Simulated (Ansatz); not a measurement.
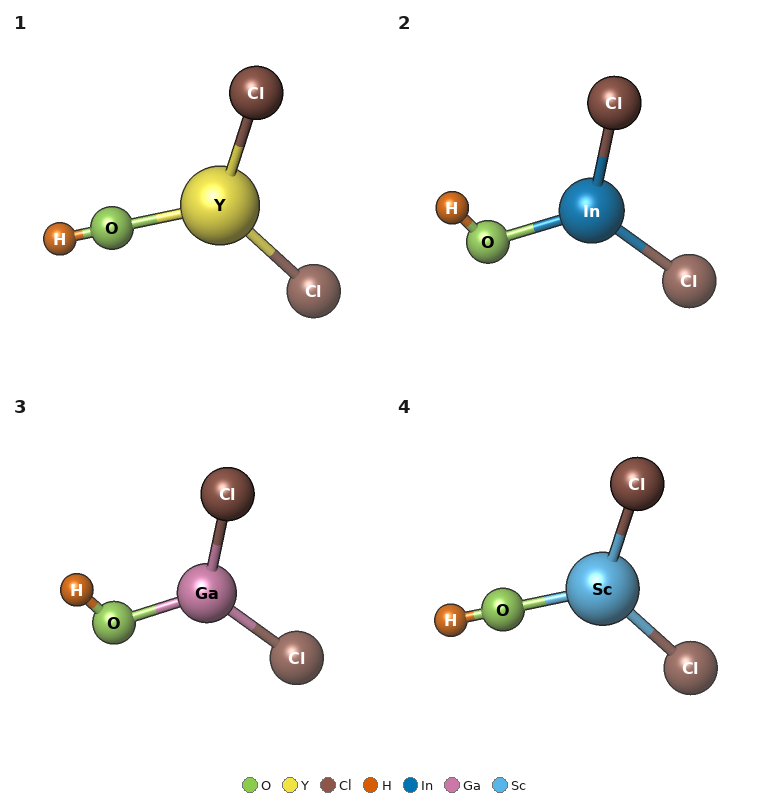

4 molecules with one skeleton, seen from the same side and at one scale. Each species is neutral and a spin singlet. Computed geometries: PBE0-D4/def2-TZVP optimisations, one conformation each. Properties computed with Ansatz 0.2.0. Elements past Kr carry core potentials.

One atom differs, called X below: Y in panel 1, In in panel 2, Ga in panel 3, Sc in panel 4. Their formulas are Cl2HOY (`[OH][Y]([Cl])[Cl]`), Cl2HInO (`[OH][In]([Cl])[Cl]`), Cl2GaHO (`[OH][Ga]([Cl])[Cl]`), Cl2HOSc (`[OH][Sc]([Cl])[Cl]`).

> Rank them by the harmonic zero-point energy, lowest first (PBE0-D4/def2-TZVP).

1 (Y), 4 (Sc), 2 (In), 3 (Ga).

> Rank them by the HOMO energy (Kohn–Sham orbital), lowest first (CAM-B3LYP-D4/def2-TZVPP).

3 (Ga), 2 (In), 4 (Sc), 1 (Y).

Give the values. With PBE0-D4/def2-TZVP: mean length of X–Cl (Å), length of X–O (Å), mean angle O–X–Cl (°), harmonic zero-point energy (kJ/mol). With CAM-B3LYP-D4/def2-TZVPP: HOMO energy (Kohn–Sham orbital) (eV), HOMO–LUMO gap (eV). With B3LYP-D4/def2-TZVPP: dipole moment (D).

```csv
quantity,1 (Y),2 (In),3 (Ga),4 (Sc)
mean length of X–Cl (Å),2.463,2.299,2.116,2.296
length of X–O (Å),1.980,1.961,1.765,1.826
mean angle O–X–Cl (°),118.9,119.7,119.7,119.3
HOMO energy (Kohn–Sham orbital) (eV),−10.07,−10.63,−10.79,−10.21
HOMO–LUMO gap (eV),8.45,9.01,10.18,8.44
dipole moment (D),3.07,1.36,1.41,3.02
harmonic zero-point energy (kJ/mol),37.8,40.3,42.9,39.1
```
